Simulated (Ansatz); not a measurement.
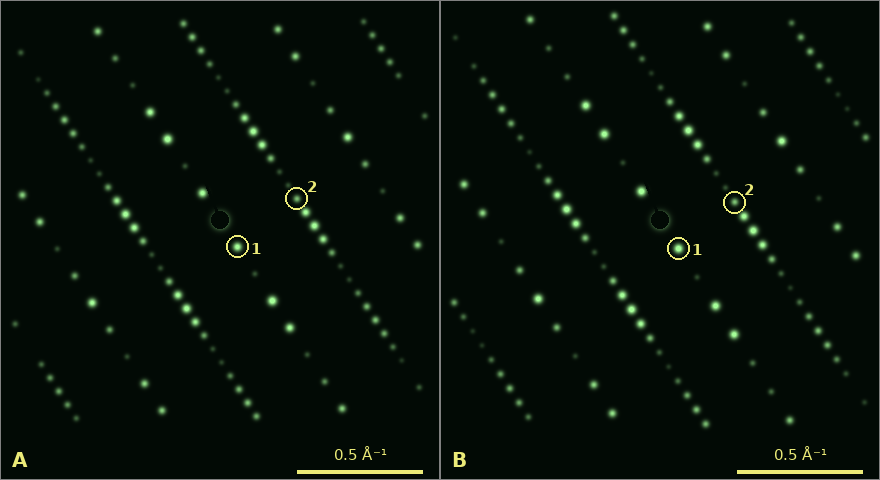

Kinematic electron diffraction patterns (120 kV, B = 0.5 Å², same scale) along [101] of the run's own cell, for the start and the end of one relaxation of Na2Ga with DFT PBE, scalar-relativistic, plane waves, PAW in Ansatz 0.2.0. k mesh 16×16×16. The start is a generated model structure, and the relaxation ends in the nearest stationary point of its symmetry, not necessarily the ground state. Spot 1 is -2 -2 2 and spot 2 is -1 -2 1 in both.

Start structure:

```
CELL_PARAMETERS angstrom
-1.71441 1.71441 14.58575
1.71441 -1.71441 14.58575
1.71441 1.71441 -14.58575
ATOMIC_POSITIONS crystal
Na 0.43155 0.43155 0.00000
Na 0.18155 0.68155 0.50000
Na 0.31845 0.81845 0.50000
Na 0.56845 0.56845 0.00000
Ga 0.00000 0.00000 0.00000
Ga 0.75000 0.25000 0.50000
```

Question: Which pattern belongs to the start structure, and which to the relaxed one?

Answer: B is the start: its cell gives d(1) = 7.293 Å, d(2) = 3.234 Å and an angle of 70.6°. A is the relaxed structure, with d(1) = 7.747 Å (+6.2 %), d(2) = 3.115 Å (-3.7 %) and 72.5°.

Question: Summarise the relaxation behind the change.

Answer: The volume changed by -3.6 % to 27.56 Å³ an atom; with the mean shift removed, the atoms moved by up to 0.08 Å relative to the cell (Na most); the space group stayed I4_1/amd (No. 141); the free energy fell by 4.7 meV an atom. Relaxed cell: a = 15.666 Å, b = 15.666 Å, c = 15.666 Å, α = 168.03°, β = 168.03°, γ = 16.96°.
